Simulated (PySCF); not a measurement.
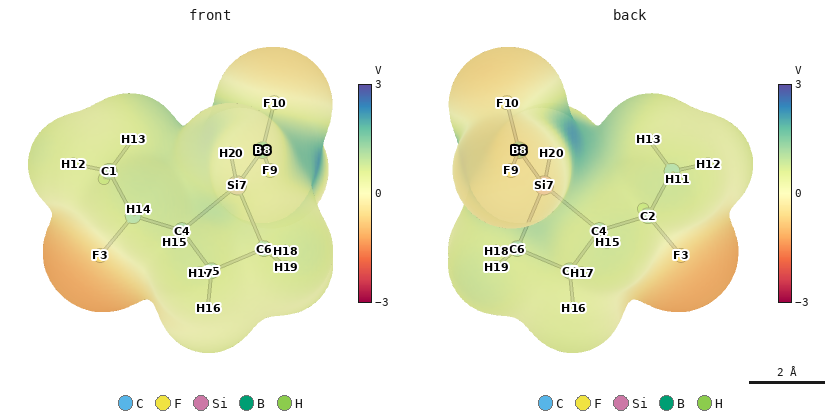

The picture shows: C5H10BF3Si. The electrostatic potential painted on the density surface at 0.002 e/bohr³, seen from the front and from behind; the colour scale runs from red (negative) to blue (positive).

Geometry: GFN2-xTB.

Method: PBE0/pcSseg-1, SCF density, gas phase, non-relativistic (PySCF).

```xyz
20

C     2.1807    1.2115    0.1852
C     1.6916   -0.1336   -0.3276
F     2.6280   -1.1009    0.0266
C     0.3405   -0.5200    0.2352
C    -0.3007   -1.7772   -0.3836
C    -1.7515   -1.2853   -0.5275
Si   -1.1960    0.5339   -0.2592
B    -2.1058    1.6841    1.0564
F    -2.4155    1.3307    2.2873
F    -2.5002    2.9108    0.7729
H     2.2134    1.2046    1.2723
H     3.1806    1.4129   -0.1913
H     1.5064    1.9949   -0.1495
H     1.6709   -0.1459   -1.4250
H     0.4492   -0.6413    1.3156
H    -0.1917   -2.6730    0.2248
H     0.1360   -1.9786   -1.3603
H    -2.2140   -1.5496   -1.4741
H    -2.3865   -1.6728    0.2675
H    -0.9405    1.2054   -1.5487
```

### Where is the surface potential most negative and most positive?

The most negative region (about −1.2 V) lies over F3, the most positive (about +2.1 V) over B8.
